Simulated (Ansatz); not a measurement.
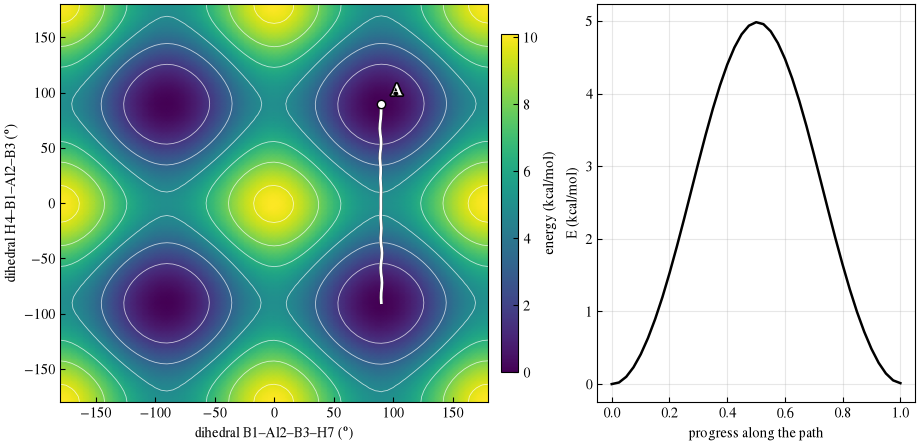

AlB₂H₅, SMILES [BH2][AlH][BH2]. The first coordinate is: dihedral B1–Al2–B3–H7; the second: dihedral H4–B1–Al2–B3. Nothing is relaxed (all other coordinates rigid). The scan uses a 12 × 12 grid. Points are written as (first, second). Energies: kcal/mol, counted from the lowest grid point. All numbers below come from RKS B3LYP-D4/def2-TZVP in Ansatz.

Drawn: a smooth colour map with a few white contour lines, a line along the lowest path, the energy along the path at the right, the start A. Between grid points the surface is interpolated.

Describe the path and its barrier.

Answer. The easiest path leads from the well at (90°, 90°) to a well of about the same depth at (90°, −90°). Its highest point lies about 5 kcal/mol above the bottom of the first well on the interpolated surface, at (90°, 0°). The start is the relaxed structure and all else is held, so a fully relaxed path at this level can only be lower.
